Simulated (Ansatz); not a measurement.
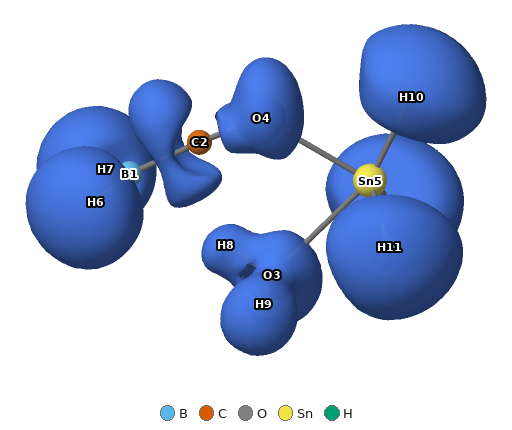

The picture shows: CH$_{7}$BO$_{2}$Sn. Isosurface of the electron localisation function at 0.75 (blue), seen across its widest extent. Only the valence region is drawn (cores and ρ < 0.01 e/Å³ removed).

Core potentials replace the inner electrons of Sn.

Computed with Ansatz, RKS PBE-D4/def2-SVP.

The calculation's input:

```
crystal:
  periodic: [false, false, false]
  atoms:
    - { symbol: B, position_ang: [-1.0678, 1.5065, 1.129] }
    - { symbol: C, position_ang: [-0.2424, 0.324, 0.5981] }
    - { symbol: O, position_ang: [1.0384, 0.4393, 1.0818] }
    - { symbol: O, position_ang: [-0.1692, 0.3284, -0.8122] }
    - { symbol: Sn, position_ang: [0.4739, -1.4464, -1.4485] }
    - { symbol: H, position_ang: [-1.2533, 1.7448, 2.2758] }
    - { symbol: H, position_ang: [-1.6077, 2.2882, 0.3539] }
    - { symbol: H, position_ang: [1.00502, -0.32713, 1.70756] }
    - { symbol: H, position_ang: [1.5237, 1.1842, 0.6336] }
    - { symbol: H, position_ang: [0.448, -1.4905, -3.157] }
    - { symbol: H, position_ang: [2.1071, -1.632, -0.8436] }
    - { symbol: H, position_ang: [-0.5015, -2.7239, -0.7749] }
basis:
  gaussian: { orbitals: def2-SVP }
hamiltonian:
  xc: pbe
  dispersion: d4
relax:
  f_tol: 0.02
  max_steps: 50
output:
  orbitals: {}
```

Command:

```sh
ansatz run input.yaml --threads 2 --pin off --max-ram 3072MiB --backend cpu --events-out ev --progress --plain --runs-dir out
```

The fields are those of the run's last geometry, not of the input's.

Question: Describe the localisation domains.

Answer: The surface consists of one region between bonded B–C atoms (shared pairs), five regions around hydrogen nuclei, one region on O in which the atom's valence shell and bonds are merged and one joined region spread over several atoms (H, O), in which their bonds and any lone pairs are merged. Along the contacts the grid gives the following. C–O (1.23 Å): the ELF peaks at about 0.85 between the atoms (a polar covalent bond). C–B (1.42 Å): the ELF peaks at about 0.90 between the atoms (localised, covalent bonding).
